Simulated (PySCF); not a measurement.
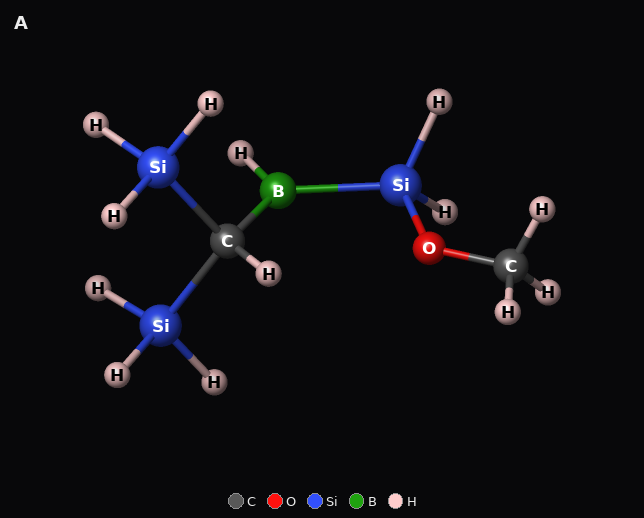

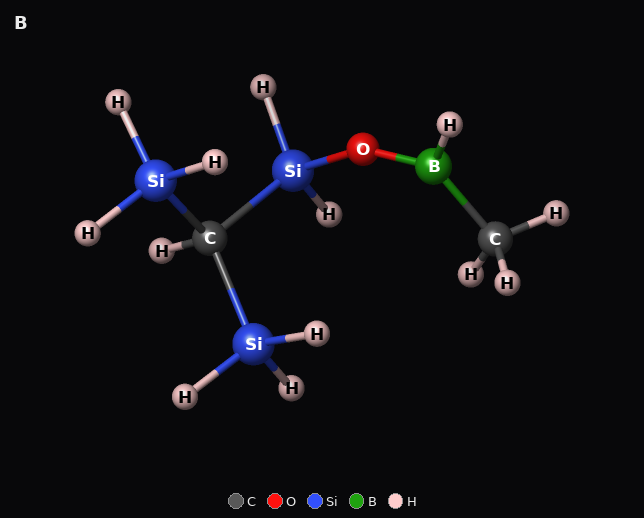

2 stationary structures of one formula. Geometries: GFN2-xTB. Electronic energies: PBE0/pcSseg-1 (PySCF 2.14.0), without zero-point energy. No frequency run is at hand to confirm each as a minimum. Each is one conformer, not always the lowest.

### Are they conformers, stereoisomers or constitutional isomers?

They are constitutional isomers of C2H13BOSi3: A `CO[SiH2]BC([SiH3])[SiH3]`, B `CBO[SiH2]C([SiH3])[SiH3]`.

### Rank them by energy, lowest first.

B is lowest; A lies 2.414 eV above it.

The geometry is semi-empirical. Around B, Si such bond lengths and angles can be off by a tenth of an ångström or more and by several degrees, and values that hang on the shape move with them.
